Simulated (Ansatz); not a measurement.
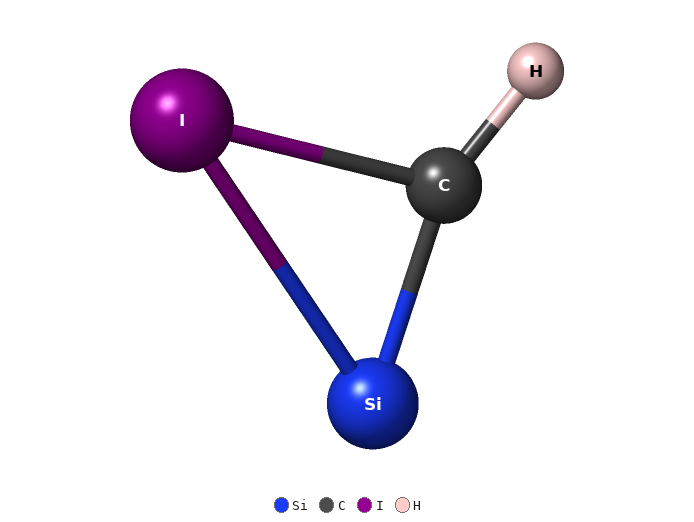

Starting geometry of the run.

Input file:

```yaml
crystal:
  periodic: [false, false, false]
  atoms:
    - {symbol: Si, position_ang: [-0.251438, -0.696333, 1.397532]}
    - {symbol: C, position_ang: [-0.153528, -0.361448, -0.268484]}
    - {symbol: I, position_ang: [0.656968, 1.600690, 0.198662]}
    - {symbol: H, position_ang: [-0.252002, -0.542908, -1.327721]}
basis:
  gaussian: {orbitals: def2-TZVPP}
hamiltonian: {xc: {name: B3LYP}, dispersion: d4}
```

It was started with:

```sh
ansatz run in.yaml --threads 2 --pin off --events-out ev --progress --plain --max-ram 4352MiB
```

Result:

```
Functional definition: B3LYP
  name "B3LYP"
  cite "Stephens, Devlin, Chabalowski & Frisch, J. Phys. Chem. 98, 11623 (1994) doi:10.1021/j100096a001"
  cite "Becke, Phys. Rev. A 38, 3098 (1988) doi:10.1103/PhysRevA.38.3098"
  cite "Lee, Yang & Parr, Phys. Rev. B 37, 785 (1988) doi:10.1103/PhysRevB.37.785"
  cite "Vosko, Wilk & Nusair, Can. J. Phys. 58, 1200 (1980) doi:10.1139/p80-159"
  parameter a0 = 0.2
  parameter ax = 0.72
  parameter ac = 0.81
  exchange = (1 - a0 - ax)*slater_x + ax*b88_x + a0*exact_x
  correlation = (1 - ac)*vwn_rpa_c + ac*lyp_c
941 factors; their error is unknown
mean field evaluation 1: about -17021.9314 eV, gradient 6.8e1 eV
mean field evaluation 2: about -16984.9459 eV, gradient 1.2e2 eV
mean field evaluation 4: about -17032.8356 eV, gradient 1.1e1 eV
mean field evaluation 8: about -17033.1150 eV, gradient 1.8e-1 eV
mean field evaluation 16: about -17033.3422 eV, gradient 4.2e-4 eV
mean field -17033.34219378 eV, -625.9637800072 hartree, gradient 2.2e-5 eV, S^2 0.000000; 0 other end points of the search recorded, 0 dependent functions left out
reference -17033.34239197 eV, -625.9637872908 hartree; 23, 23 occupied and 114, 114 virtual orbitals, 941 factors
Total energy: -17033.54937467 eV, -625.9713937646 hartree
```
